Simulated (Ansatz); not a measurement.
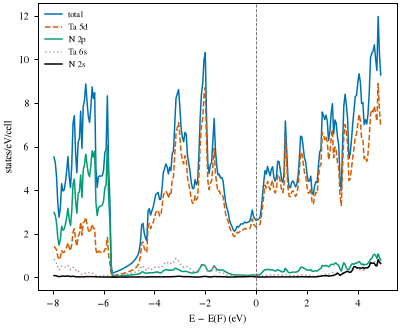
Figure: Total and projected density of states of Ta2N in space group P-31m (No. 162; Ta on 6k, N on 2d, N on 1a), the program Ansatz at the r²SCAN level (PAW)

Task: Which orbitals carry the states next to the Fermi level?

Result: Within 0.5 eV of the Fermi level: Ta 5d 87 %, N 2p 5 %. Projections are on Löwdin-orthogonalised atomic valence shells; empty p or d shells of many metals are not among them.

Task: Where is the tallest occupied peak in this window, and what makes it?

Result: Near -2.0 eV, about 10 states/eV per cell; the largest projected share is Ta 5d.

The first step of the workflow began from a Materials Project structure, measured or hypothetical; the Crystallography Open Database copy checked does not list it. Whether it is the stable phase at ambient conditions was not checked. Symmetry was held in the r²SCAN relaxation; whether a distortion lowers the energy is not shown. The run is not spin-polarised. With an odd number of electrons in the cell and no spin polarisation, the count alone makes it a metal. Spin–orbit coupling is left out wherever it is not named.

Potentials: the earlier of the program's two PAW sets. The files were generated under PBE; for other functionals the program regenerates the frozen cores, and for LDA and PBEsol the local potential too.
